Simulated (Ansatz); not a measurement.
Consider GeHSi3 (SMILES [Si]1=[Si]2[SiH][Ge]=12) (doublet).

The calculation's input:

```
crystal:
  periodic: [false, false, false]
  atoms:
    - {symbol: Ge, position_ang: [-2.005159, -0.340757, 0.985430]}
    - {symbol: Si, position_ang: [-3.968690, -1.592528, 0.550192]}
    - {symbol: Si, position_ang: [-2.536743, -1.549855, -1.206638]}
    - {symbol: Si, position_ang: [-0.628526, -0.320019, -0.956945]}
    - {symbol: H, position_ang: [0.705464, -1.020865, -0.955634]}
basis:
  gaussian:
    orbitals: def2-TZVPD
magnetization:
  spin_polarized: true
  initial_magnetization: 1
hamiltonian:
  xc: pbe0
output:
  forces: true
  orbitals: {seedname: orbitals}
```

Command:

```sh
ansatz run input.yaml --threads 2 --pin off --max-ram 4350MiB --events-out events.jsonl --progress --plain --runs-dir runs
```

Geometry: PBE0-D3(BJ)/def2-SVP.

The calculation used isolated molecule in a Gaussian basis; Kohn-Sham density functional theory, functional PBE0 (Ansatz 0.2.0).

**What will maps of the electron density, electron localisation function and spin density show?**

Si–Si (2.27 Å): ρ is about 0.57 e/Å³ halfway; the ELF peaks at about 0.80 between the atoms, as expected for a covalent bond.
Si–Ge (2.37 Å): ρ is about 0.51 e/Å³ halfway; the ELF peaks at about 0.75 in the valence shell of Si, 1.1 Å from its nucleus, and is about 0.70 at the midpoint.
Si–Ge (2.56 Å): ρ at the midpoint is about 0.4 e/Å³; the ELF peaks at about 0.60 in the valence shell of Si, 1.1 Å from its nucleus, and is about 0.55 at the midpoint.
The unpaired spin (1 electron) lies mostly on Si4 (about 0.6) and Si2 (about 0.3), in electrons by Hirshfeld's partition.

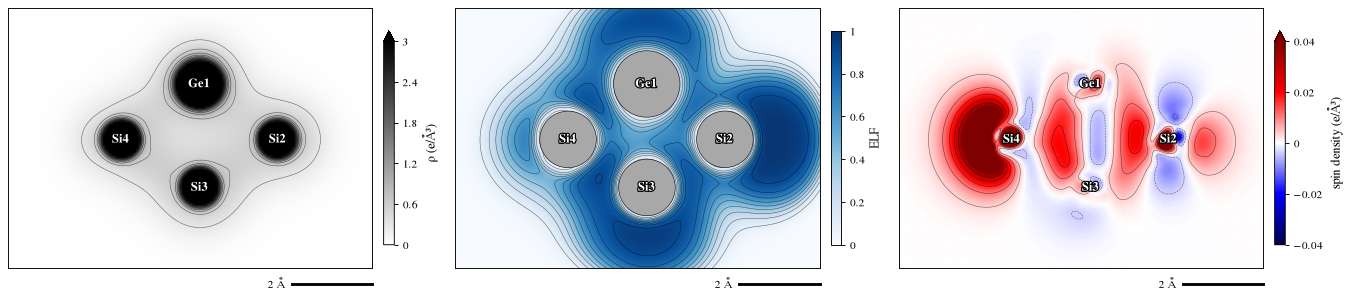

Computed electron density, electron localisation function and spin density on the plane of atoms Ge1, Si3 and Si4, in this order. Grey discs cover the atomic cores in the ELF map. 
